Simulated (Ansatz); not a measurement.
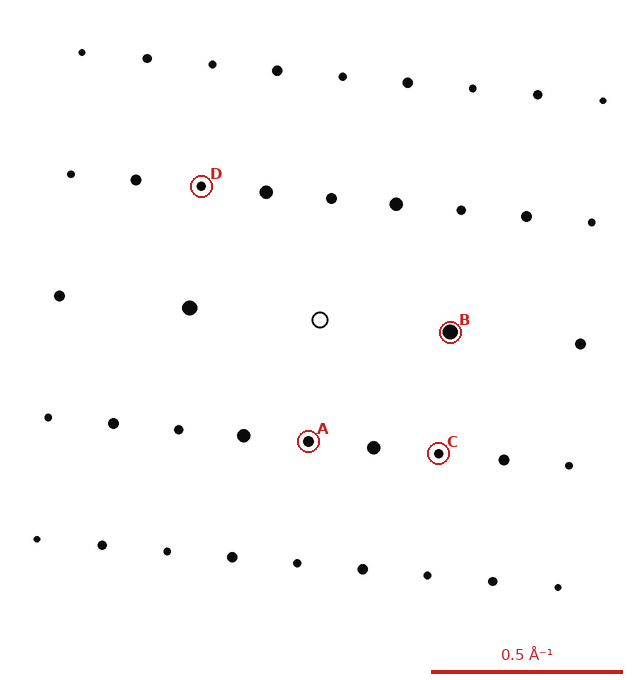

Simulated selected-area electron diffraction pattern (200 kV, kinematic approximation, thin crystal, B = 1 Å² for all atoms). The zone axis points towards the electron source and the pattern is seen from the source side.

The sample is Tm, space group P6_3/mmc (No. 194), a = 3.61 Å, c = 5.84 Å (hexagonal axes). Structure: the input geometry of an electronic-structure calculation (not necessarily at equilibrium).

```
Tm
1.0
     3.60847    0.00000    0.00000
    -1.80423    3.12503    0.00000
     0.00000    0.00000    5.84196
Tm
2
Direct
  0.33333 0.66667 0.25000
  0.66667 0.33333 0.75000
```

Spot A is indexed 0 -1 0 and spot B 0 0 -2.

What are the indices of the remaining marked spots?

Answer. C = A + B = 0 -1 -2 (d = 2.134 Å). D = −A − B = 0 1 2 (d = 2.134 Å).

Find the zone axis.

Answer. The cross product of A and B is parallel to [100]; every spot obeys hu + kv + lw = 0.

What are the spacings of A and B and the angle between them?

Answer. d(A) = 3.125 Å, d(B) = 2.921 Å, and the angle is 90.0°.
